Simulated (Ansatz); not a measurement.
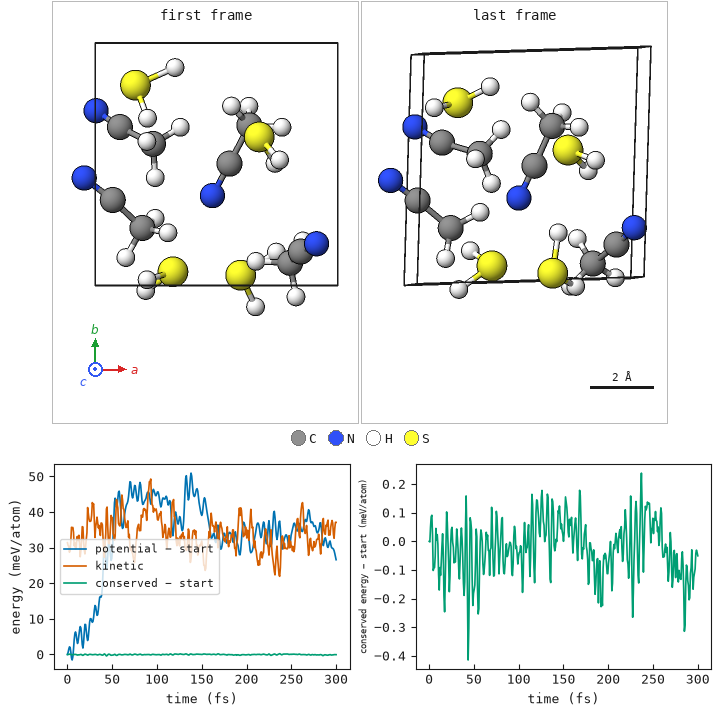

Molecular dynamics of a periodic cell with 4 CH3CN + 4 SH2 at 1.061 g/cm³, 300 fs long. It starts from the last geometry of an earlier run, with fresh velocities. A ball-and-stick model of the simulation cell, seen along the c axis.

Method: DFT PBE-D3(BJ), scalar-relativistic, plane waves, PAW in Ansatz. Settings: plane-wave cutoff 420 eV; k-point mesh 1 × 1 × 1; Fermi-Dirac smearing 0.05 eV; Langevin thermostat and barostat (NPT); set temperature 250 K; time step 0.75 fs; friction 0.05 per fs; target pressure 5 GPa.

Check the integration.

Answer. The conserved quantity stays between −0.41 and 0.24 meV per atom of its start. A straight-line fit has a slope that amounts to −0.0028 meV per atom over 300 fs (under 0.1 % of the mean kinetic energy), and the ripple about it is 2.1 % of the kinetic energy's fluctuation. With a drift under 2 % and a ripple under 7 %, the integration is accurate. Over the second half the temperature averages 252 K (spread ±31 K). The potential energy in the second half lies on average 34.1 meV per atom above the first frame. The mean pressure there is 4.7 GPa. The volume ends −21.0 % from the start.

Limits of the set-up: the periodic images lie only 7.8 Å apart, so the values are limited by the cell's size.
